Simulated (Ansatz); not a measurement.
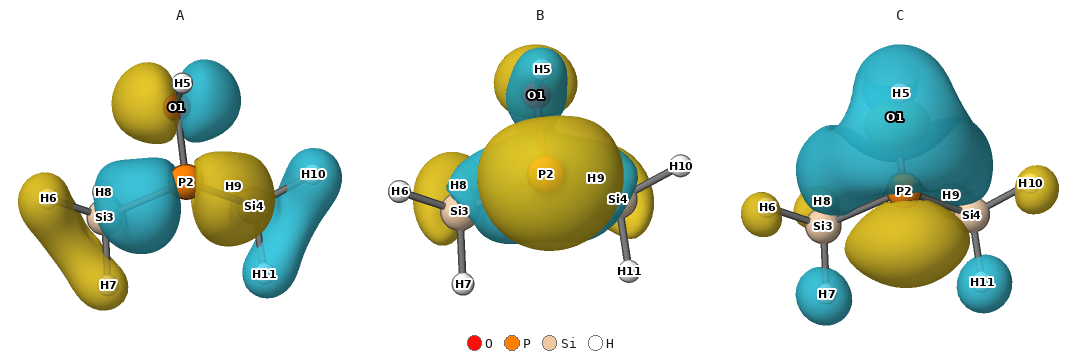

Figure 1: H7OPSi2. Three frontier orbitals at ±0.08 Å⁻³ᐟ² (yellow and cyan are the two phases), in no order.

The calculation used UKS LDA/cc-pVDZ in Ansatz 0.2.0.

```csv
atom,x (Å),y (Å),z (Å)
O,-0.4673,1.9028,-0.2413
P,0.8415,0.7855,-0.3396
Si,0.4618,-0.1730,1.6758
Si,-0.2796,-0.7878,-1.5228
H,-0.1064,2.7671,-0.5300
H,0.9120,0.7829,2.7566
H,1.2704,-1.4479,1.7710
H,-1.0065,-0.4821,1.8643
H,-1.6226,-1.1010,-0.9010
H,-0.4933,-0.2563,-2.9214
H,0.5556,-2.0472,-1.5909
```

Order the three orbitals by energy and name them.

Answer. A is the HOMO−1 (−6.28 eV). By Hirshfeld shares it lies mainly on O1 (about 40 %), P2 (about 25 %), Si3 (about 15 %) and Si4 (about 10 %). B is the HOMO (−5.93 eV). Its weight (Hirshfeld) is mainly on P2 (about 55 %), O1 (about 15 %), Si4 (about 10 %) and Si3 (about 10 %). C is the LUMO (−1.76 eV). Its weight (Hirshfeld) is mainly on P2 (about 40 %), O1 (about 15 %), Si3 (about 10 %), Si4 (about 10 %) and H5 (about 5 %).

What is the HOMO–LUMO gap?

Answer. 4.17 eV between the orbital energies.
